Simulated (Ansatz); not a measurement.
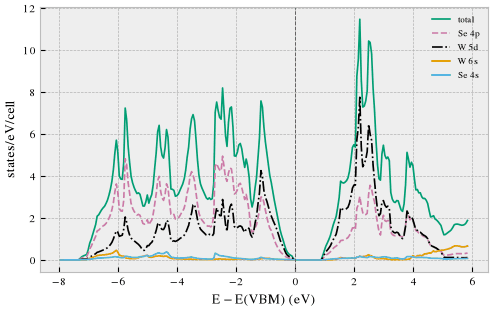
Fig. 1. Total and projected density of states of WSe$_{2}$ in space group P6_3/mmc (No. 194; W on 2c, Se on 4f), LDA (plane waves, PAW; program Ansatz)

Problem. Which orbitals carry the states next to the gap?

Solution. Top 1 eV of the valence band: W 5d 59 %, Se 4p 36 %. Bottom 1 eV of the conduction band: W 5d 63 %, Se 4p 28 %. Projections are on Löwdin-orthogonalised atomic valence shells; empty p or d shells of many metals are not among them.

Problem. Where is the tallest occupied peak in this window, and what makes it?

Solution. Near -2.4 eV, about 8.2 states/eV per cell; the largest projected share is Se 4p.

The cell was relaxed with LDA under the symmetry of its start; phonons on a q-mesh show no instability. The run is not spin-polarised. A crystal of weakly bound layers computed without a dispersion correction: the cell and the soft elastic constants depend strongly on that. Scalar-relativistic: spin–orbit coupling is off unless named, which matters more the heavier the elements.

Potentials: the later of the program's two PAW sets.
